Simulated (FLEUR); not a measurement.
**How far to go with the basis cutoff: Na (Im-3m, 1 atom in the cell)**

```
CELL_PARAMETERS angstrom
     -2.14065     2.14065     2.14065
      2.14065    -2.14065     2.14065
      2.14065     2.14065    -2.14065
ATOMIC_POSITIONS crystal
  Na 0.00000 0.00000 0.00000
```

Method: PBE, all-electron FLAPW (FLEUR), scalar-relativistic valence.

Base settings: Kmax = 3.8 1/bohr; GmaxXC = 11.4 1/bohr; xcFunctional = pbe; jspins = 1; l_soc = F; mode = hist; fermiSmearingEnergy = 0.00367493 Htr; mesh (inpgen div1-3) = 4 4 4; inpgen gamma flag = true; Gmax = 11.4 1/bohr.

Moved along: Gmax, GmaxXC.

The second cell is the first with its lattice scaled by 0.98.

The mesh stays at the base's, so the ladder's end is converged at best in this setting alone.

Only quantities that move along the ladder and can be compared are tabulated.

The starting cell has typed, rounded lattice constants, without a prior relaxation at this level. Its lattice was rescaled by up to half a per cent. Values depend on the basis (sphere radii, cutoffs, local orbitals), which need not be converged.

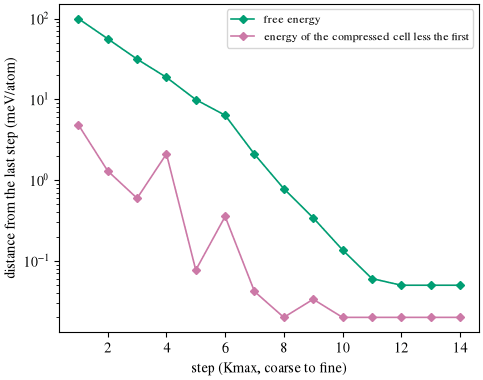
*Distance from the last step along the ladder; very small values are drawn at a floor.*

| Kmax | free energy less the last step's (meV/atom) | energy of the compressed cell less the first (meV/atom) |
|---|---|---|
| 2.25 1/bohr | 99.82 | 6.24 |
| 2.4 1/bohr | 56.19 | 0.11 |
| 2.55 1/bohr | 31.45 | 2.01 |
| 2.69 1/bohr | 18.71 | -0.70 |
| 2.82 1/bohr | 9.92 | 1.33 |
| 2.94 1/bohr | 6.35 | 1.05 |
| 3.18 1/bohr | 2.09 | 1.45 |
| 3.4 1/bohr | 0.78 | 1.39 |
| 3.6 1/bohr | 0.34 | 1.38 |
| 3.8 1/bohr | 0.14 | 1.40 |
| 3.99 1/bohr | 0.06 | 1.41 |
| 4.16 1/bohr | 0.02 | 1.41 |
| 4.42 1/bohr | 0.01 | 1.41 |
| 4.65 1/bohr | 0.00 | 1.41 |
| 5.03 1/bohr | 0.00 | 1.41 |

Coarsest Kmax that holds the free energy within 1 meV/atom of the last step, with all finer ones: 3.4 1/bohr; the step before is off by 2.1 meV/atom.

Coarsest Kmax that holds the energy of the compressed cell less the first within 1 meV/atom of the last step, with all finer ones: 2.82 1/bohr; the step before is off by 2.1 meV/atom.

The energy difference between the two cells stays within 1 meV/atom of the last step's from 2.82 1/bohr on, the total only from 3.4 1/bohr on: much of the error is common to both cells and cancels.
